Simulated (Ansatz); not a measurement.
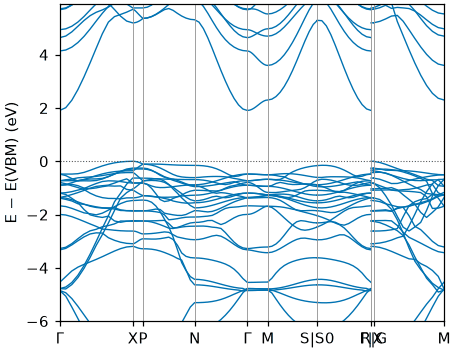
Figure. Band structure from PBE (plane waves, PAW; program Ansatz)

### Question
Read off the gap and where the band edges lie.

### Answer
About 1.9 eV (1.91 eV by a search for the band edges); maximum at X, minimum at Γ.

The material is Sr₃Sn₂O₇ in space group I4/mmm (No. 139; Pearson symbol tI24).

The cell is a constructed one: a structure type filled with these elements; neither database checked (COD, Materials Project) lists it. COD files the formula under space group No. 63. Its standing as an ambient phase is unchecked. Symmetry was held in the PBE relaxation; its stability against distortions is not shown here. Scalar-relativistic: spin–orbit coupling is off unless named, which matters more the heavier the elements.

Potentials: the earlier of the program's two PAW sets.
